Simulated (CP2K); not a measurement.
# CH6BGaS (SMILES B[CH2][GaH][SH]), run twice

Wanted: the energy of CH6BGaS, GFN2-xTB.

The results are computed with CP2K 2026.2.

4 further runs of the same task are left out: 4 set aside as unsound or not needed.

## 1. The structure to begin with

CH6BGaS has 10 atoms, charge 0, and is taken as a singlet. As SMILES, `B[CH2][GaH][SH]`. Geometry: a GFN2-xTB relaxation, a rough one for these elements and not checked as a minimum. This is one conformer, not always the lowest.

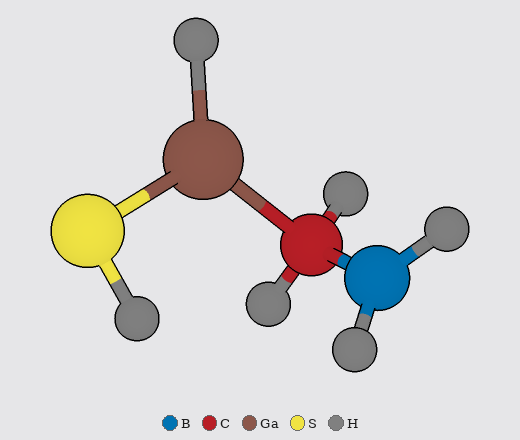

Viewed from a chosen angle; boron blue, carbon red, gallium brown, sulfur yellow, hydrogen grey.

## 2. First attempt

The input, qs.inp:

```
&FORCE_EVAL
 METHOD QS
 &DFT
  &QS
   METHOD XTB
   EPS_DEFAULT 1.0E-10
   &XTB
    GFN_TYPE TBLITE
    &TBLITE
     METHOD GFN2
    &END TBLITE
    CHECK_ATOMIC_CHARGES F
   &END XTB
  &END QS
  ! no periodic images
  &POISSON
   PERIODIC NONE
   POISSON_SOLVER ANALYTIC
  &END POISSON
  ! self-consistent field
  &SCF
   SCF_GUESS ATOMIC
   EPS_SCF 1.0E-06
   MAX_SCF 150
   ADDED_MOS 4
   &DIAGONALIZATION
    ALGORITHM STANDARD
   &END DIAGONALIZATION
   &MIXING
    METHOD DIRECT_P_MIXING
    ALPHA 0.4
   &END MIXING
   &SMEAR ON
    METHOD FERMI_DIRAC
    ELECTRONIC_TEMPERATURE [K] 300
   &END SMEAR
  &PRINT
   &MOMENTS
    PERIODIC F
    REFERENCE COM
    MAX_MOMENT 1
   &END MOMENTS
   &MO ON
    ENERGIES T
    OCCUPATION_NUMBERS T
    NDIGITS 6
    &EACH
     QS_SCF 0
    &END EACH
    ADD_LAST NUMERIC
   &END MO
   &HIRSHFELD OFF
   &END HIRSHFELD
  &END PRINT
 &END DFT
 &SUBSYS
  ! vacuum box
  &CELL
   ABC 16.8 14.5 16.1
   PERIODIC NONE
  &END CELL
  &COORD
   B     -1.305730     0.484780    -0.581260
   C     -0.706280    -0.839460    -0.086750
   Ga     0.913040    -0.127990     0.996110
   S      2.677330     0.791960    -0.007910
   H     -0.889950     0.993160    -1.555730
   H     -2.129430     1.032520     0.048610
   H     -0.265250    -1.495260    -0.845220
   H     -1.296490    -1.426320     0.620020
   H      0.981720    -0.248830     2.577950
   H      2.021050     0.835440    -1.165820
  &END COORD
  &TOPOLOGY
   &CENTER_COORDINATES
   &END CENTER_COORDINATES
  &END TOPOLOGY
 &END SUBSYS
&END FORCE_EVAL

&GLOBAL
 PROJECT qs
 RUN_TYPE ENERGY
 PRINT_LEVEL MEDIUM
&END GLOBAL
```

Command:

```bash
$ OMP_NUM_THREADS=1 cp2k.psmp qs.inp > qs.out
```

The program printed:

```text
Possible matches for unknown subsection

 MOMENTS

   subsection MOMENTS in section %__ROOT__%FORCE_EVAL%DFT%ENERGY_CORRECTION%PRINT score:  110
   subsection MOMENTS in section %__ROOT__%FORCE_EVAL%DFT%REAL_TIME_PROPAGATION%PRINT score:  110
   subsection MOMENTS in section %__ROOT__%FORCE_EVAL%DFT%PRINT score:  110
   subsection MOMENTS_FT in section %__ROOT__%FORCE_EVAL%DFT%REAL_TIME_PROPAGATION%PRINT score:  107
   enum SILENT in section %__ROOT__%GLOBAL%PRINT for keyword _SECTION_PARAMETERS_ score:  106

 *******************************************************************************
 *   ___                                                                       *
 *  /   \                                                                      *
 * [ABORT]                                                                     *
 *  \___/               unknown subsection MOMENTS of section PRINT            *
 *    |                                                                        *
 *  O/|                                                                        *
 * /| |                                                                        *
 * / \                                               input/input_parsing.F:192 *
 *******************************************************************************

 ===== Routine Calling Stack =====

            6 section_vals_parse
            5 section_vals_parse
            4 section_vals_parse
            3 section_vals_parse
            2 section_vals_parse
            1 read_input
```

Run time: 1 s. Hardware: 1 thread of AMD EPYC 7R43 (Zen 3), shared host; peak memory 0.16 GiB.

## 3. What went wrong

The program refused the input.

The log says `\___/               unknown subsection MOMENTS of section PRINT`. The fault: a section of the input isn't closed.

## 4. The mended input

The input, mol.inp:

```
&GLOBAL
 PROJECT mol
 RUN_TYPE ENERGY
 PRINT_LEVEL MEDIUM
&END

&FORCE_EVAL
 METHOD QUICKSTEP
 &DFT
  &QS
   METHOD XTB
   EPS_DEFAULT 1.0E-10
   &XTB
    GFN_TYPE TBLITE
    &TBLITE
     METHOD GFN2
    &END
    CHECK_ATOMIC_CHARGES F
   &END
  &END
  &POISSON
   PERIODIC NONE
   POISSON_SOLVER ANALYTIC
  &END
  &SCF
   SCF_GUESS ATOMIC
   EPS_SCF 1.0E-06
   MAX_SCF 150
   ADDED_MOS 4
   &DIAGONALIZATION
    ALGORITHM STANDARD
   &END
   &MIXING
    METHOD DIRECT_P_MIXING
    ALPHA 0.4
   &END
   &SMEAR ON
    METHOD FERMI_DIRAC
    ELECTRONIC_TEMPERATURE [K] 300
   &END
  &END
  &PRINT
   &MOMENTS
    PERIODIC F
    REFERENCE COM
    MAX_MOMENT 1
   &END
   &MO ON
    ENERGIES T
    OCCUPATION_NUMBERS T
    NDIGITS 6
    &EACH
     QS_SCF 0
    &END
    ADD_LAST NUMERIC
   &END
   &HIRSHFELD OFF
   &END
  &END
 &END
 &SUBSYS
  &CELL
   ABC 16.8 14.5 16.1
   PERIODIC NONE
  &END
  &COORD
   B     -1.305730     0.484780    -0.581260
   C     -0.706280    -0.839460    -0.086750
   Ga     0.913040    -0.127990     0.996110
   S      2.677330     0.791960    -0.007910
   H     -0.889950     0.993160    -1.555730
   H     -2.129430     1.032520     0.048610
   H     -0.265250    -1.495260    -0.845220
   H     -1.296490    -1.426320     0.620020
   H      0.981720    -0.248830     2.577950
   H      2.021050     0.835440    -1.165820
  &END
  &TOPOLOGY
   &CENTER_COORDINATES
   &END
  &END
 &END
&END
```

Command:

```bash
$ OMP_NUM_THREADS=1 cp2k.psmp -i mol.inp > mol.out 2>&1
```

The program printed:

```text
CP2K| version string:                                       CP2K version 2026.2
[...]
 GLOBAL| Method name                                                        CP2K
[...]
 GLOBAL| Run type                                                         ENERGY
[...]
                             - Atoms:                                         10
[...]
                             - Spherical basis functions:                     32
[...]
 Number of electrons:                                                         22
[...]
  *** SCF run converged in    15 steps ***
[...]
  Fermi energy:                                                -0.29520707393382
[...]
 TB_DIPOLE| Moment [Debye]         -1.30763451      -0.88327480      -1.10714247
 TB_DIPOLE| Derivative [a.u.]       0.00000000       0.00000000       0.00000000
[...]
 ENERGY| Total FORCE_EVAL ( QS ) energy [hartree]            -10.872322293239762
[...]
```

Wall time 1 s (1 thread of AMD EPYC 7R43 (Zen 3), shared host); peak memory 0.18 GiB.

## 5. What came out

At GFN2-xTB:

| quantity | value |
| --- | --- |
| total energy | -10.87232 Eh |
| dipole moment (from atomic charges alone) | 1.93 D |
| HOMO energy | -10.92 eV |
| LUMO energy | -7.14 eV |
| HOMO–LUMO gap | 3.78 eV |

The dipole comes from point charges on the atoms alone, without atomic dipoles, so it is partial.
